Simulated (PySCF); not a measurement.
Consider C$_{7}$H$_{9}$ (SMILES [H]/[C]=C\[C@H]1C=C(C)C1) (doublet).

```yaml
atoms:
  - { symbol: C, position_ang: [-2.9570, -1.2973, -0.8858] }
  - { symbol: C, position_ang: [-1.7092, -0.9712, -0.8871] }
  - { symbol: C, position_ang: [-1.0130, -0.1209, 0.1642] }
  - { symbol: C, position_ang: [0.2667, -0.7092, 0.6979] }
  - { symbol: C, position_ang: [1.0373, 0.2602, 0.2033] }
  - { symbol: C, position_ang: [2.4835, 0.5815, 0.2211] }
  - { symbol: C, position_ang: [-0.1170, 1.0141, -0.4124] }
  - { symbol: H, position_ang: [-3.8175, -1.1379, -0.2771] }
  - { symbol: H, position_ang: [-1.0394, -1.3024, -1.6725] }
  - { symbol: H, position_ang: [-1.7302, 0.2046, 0.9191] }
  - { symbol: H, position_ang: [0.4490, -1.6056, 1.2615] }
  - { symbol: H, position_ang: [3.0382, -0.1770, 0.7687] }
  - { symbol: H, position_ang: [2.6487, 1.5508, 0.6920] }
  - { symbol: H, position_ang: [2.8697, 0.6391, -0.7971] }
  - { symbol: H, position_ang: [-0.1087, 1.0788, -1.4994] }
  - { symbol: H, position_ang: [-0.3086, 2.0015, 0.0055] }
```

Geometry: GFN2-xTB.

All numbers below come from UKS B3LYP, pcH-1 on C H, non-relativistic, mean-field spin-orbit, GIAO (PySCF).

**What will maps of the electron density, electron localisation function and spin density show?**

C–H (1.07 Å): the density is about 2 e/Å³ at the midpoint; the ELF climbs to about 1 towards the hydrogen, as it does in any bond to H; a covalent bond by its length.
C–C (1.33 Å): ρ at the midpoint is about 2.2 e/Å³; the ELF peaks at about 0.90 between the atoms: a multiple bond.
C–C (1.48 Å): ρ at the midpoint is about 1.7 e/Å³; the ELF peaks at about 0.95 between the atoms; a shared electron pair.
The unpaired spin (1 electron) lies mostly on C1 (about 0.8) and H8 (about 0.1), in electrons by Hirshfeld's partition.

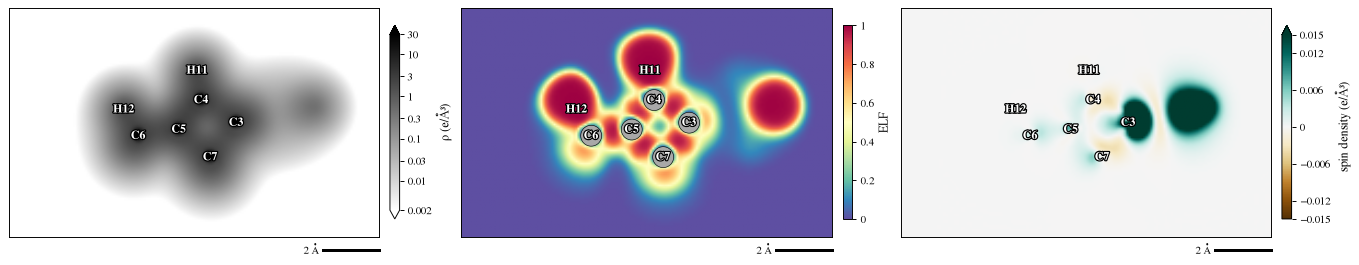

Computed electron density, electron localisation function and spin density on the plane of atoms C4, C5 and C6, in this order. Grey discs cover the atomic cores in the ELF map. 
